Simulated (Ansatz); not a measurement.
# GaSe, carrier doping

Consider GaSe (space group P6_3/mmc, No. 194; layered, stacked along the Cartesian z axis).

GaSe is taken in the hexagonal space group P6₃/mmc (No. 194), Pearson symbol hP8. Cell: a = 3.769 Å, b = 3.769 Å, c = 15.961 Å, α = 90.00°, β = 90.00°, γ = 120.00°. Ga on 4f is coordinated by 3 Se at 2.475 Å (trigonal pyramidal). Se on 4f sees 3 Ga at 2.475 Å (trigonal pyramidal). (Neighbours: up to the widest gap in distance over summed covalent radii, below 1.35, at either atom; cation-cation and far metal-metal contacts left out.)

Carriers are added at fixed cell with a uniform background; the Fermi–Dirac width is that of 300 K.

The values are results of PBE-D3(BJ) (Ansatz, a quantum-chemistry and plane-wave program; PAW; 420 eV plane waves; no SOC), not measurements.

Notes on the quantities. Fermi level from band edge: Fermi level relative to the doped band's edge (positive inside the band; to 0.05 eV).

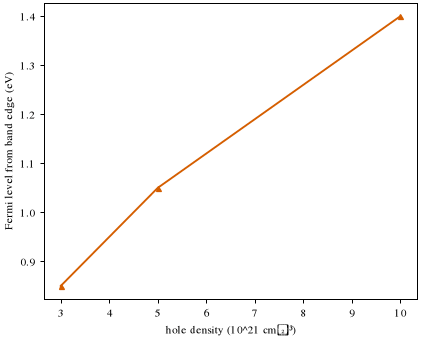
Fig. 1. Fermi level from band edge against hole density

```json
[
 {"hole density (10^21 cm⁻³)": "3", "Fermi level from band edge": "+0.85 eV"},
 {"hole density (10^21 cm⁻³)": "5", "Fermi level from band edge": "+1.05 eV"},
 {"hole density (10^21 cm⁻³)": "10", "Fermi level from band edge": "+1.40 eV"}
]
```

Charged cell with a jellium background: band edges are those of the host's band count, energies are not comparable with the neutral cell, and many-body gap narrowing is missing. Whether these cells are dynamically stable was not tested.
